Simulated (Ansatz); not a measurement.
# GaH₇N₂···H₂: what the fields show

```yaml
atoms:
  - { symbol: Ga, position_ang: [-0.9017, 0.1529, -0.2815] }
  - { symbol: H, position_ang: [2.3597, 0.9757, -2.3501] }
  - { symbol: H, position_ang: [-0.9103, -0.8034, -1.5373] }
  - { symbol: H, position_ang: [-0.8132, 1.7230, -0.4192] }
  - { symbol: H, position_ang: [0.7515, -0.6637, 1.4197] }
  - { symbol: N, position_ang: [-1.7509, -0.5007, 1.2690] }
  - { symbol: H, position_ang: [1.6163, 0.9800, -2.2741] }
  - { symbol: N, position_ang: [1.0485, -0.2790, 0.5259] }
  - { symbol: H, position_ang: [-2.2807, 0.1760, 1.8006] }
  - { symbol: H, position_ang: [-2.3379, -1.3134, 1.1414] }
  - { symbol: H, position_ang: [1.6380, 0.5285, 0.6860] }
  - { symbol: H, position_ang: [1.5808, -0.9759, 0.0196] }
```

The product side of a reaction path; geometry: PBE0-D4/def2-TZVP.

Level of theory: Ansatz 0.2.0, RKS PBE0-D4/def2-TZVPP.

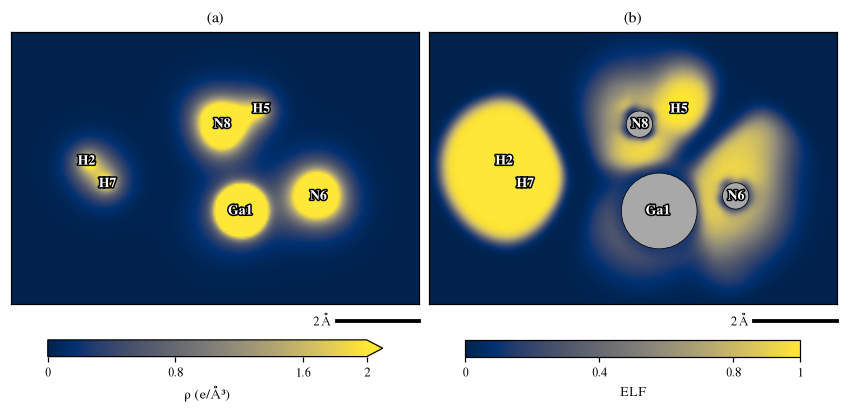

Figure 1. (a) total electron density; (b) electron localisation function on the plane of atoms Ga1, N8 and H5. Grey discs cover the atomic cores in the ELF map.

Q: Describe what can be read from this map.

A:
- Atoms in the plane: Ga, H and N.
- Ga1···H7 (3.32 Å): the density falls to about 0.02 e/Å³ on the way; the ELF dips to about 0 between them (a weak contact between the two molecules).
- Ga–N (1.88 Å): the density is about 0.82 e/Å³ at the midpoint; the ELF peaks at about 0.90 in the valence shell of N, 0.6 Å from its nucleus, and is about 0.35 at the midpoint.
- H–H (0.75 Å): ρ at the midpoint is about 1.8 e/Å³; the ELF is about 1 at the midpoint.
- Ga–N (2.15 Å): the density is about 0.45 e/Å³ at the midpoint; the ELF peaks at about 0.95 in the valence shell of N, 0.6 Å from its nucleus, and is about 0.35 at the midpoint.
- N–H (1.02 Å): ρ is about 3 e/Å³ halfway; the ELF climbs to about 1 towards the hydrogen, as it does in any bond to H (an ordinary covalent bond to hydrogen).
- The ELF also peaks beside N6, away from the bonds: lone-pair regions.

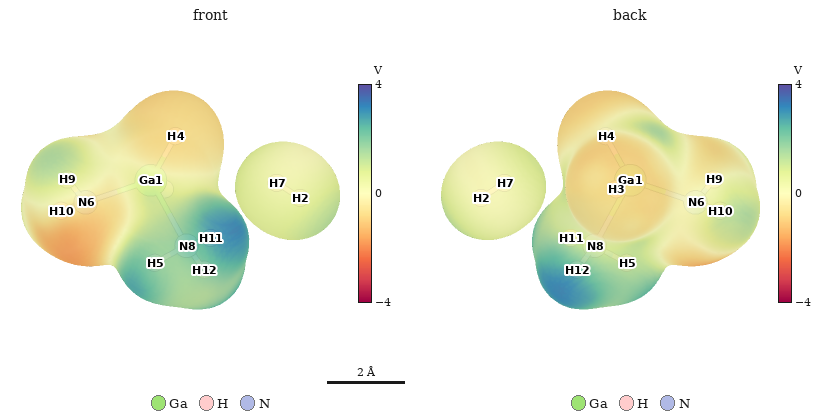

Figure 2. The molecular electrostatic potential painted on the density surface at 0.004 e/bohr³, seen from the front and from behind; red is negative and blue positive.

Q: Where is the surface potential most negative and most positive?

A: The most negative region (about −1.7 V) lies over N6, the most positive (about +3.2 V) over H11 and H12. N6 is the likeliest acceptor of a hydrogen bond.

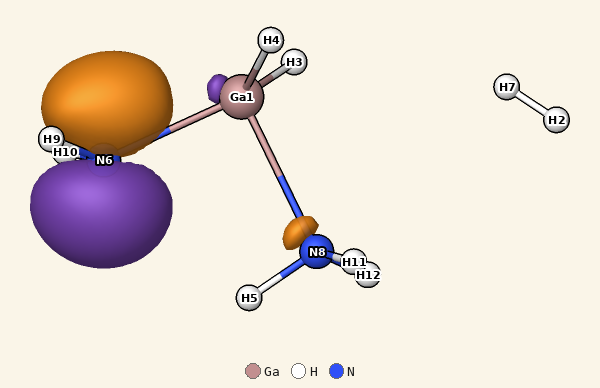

Figure 3. The HOMO at ±0.2 Å⁻³ᐟ² (orange and purple are the two phases), seen across its widest extent.

Q: What is the character of this orbital?

A: By Hirshfeld shares it lies mainly on N6 (about 70 %) and Ga1 (about 10 %); largely a lone pair of N6. Its energy is −6.46 eV.
